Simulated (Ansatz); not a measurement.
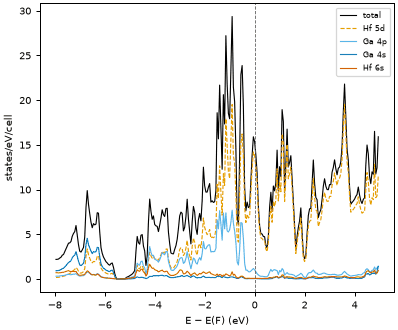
Figure. Total and projected density of states of Hf$_{5}$Ga$_{3}$ in space group P6_3/mcm (No. 193; Hf on 4d, Hf on 6g, Ga on 6g), plane-wave PAW r²SCAN (Ansatz code)

Problem. Which orbitals carry the states next to the Fermi level?

Solution. Within 0.5 eV of the Fermi level: Hf 5d 84 %, Ga 4p 12 %. Projections are on Löwdin-orthogonalised atomic valence shells; empty p or d shells of many metals are not among them.

Problem. Where is the tallest occupied peak in this window, and what makes it?

Solution. Near -0.9 eV, about 29 states/eV per cell; the largest projected share is Hf 5d.

The first step of the workflow began from a Materials Project structure, measured or hypothetical; the Crystallography Open Database files this formula in space group No. 193, but the cells were not matched. Its standing as an ambient phase is unchecked. The cell was relaxed with r²SCAN under the symmetry of its start; whether a distortion lowers the energy is not shown. No spin polarisation was allowed. Scalar-relativistic: spin–orbit coupling is off unless named, which matters more the heavier the elements.

Potentials: the later of the program's two PAW sets.
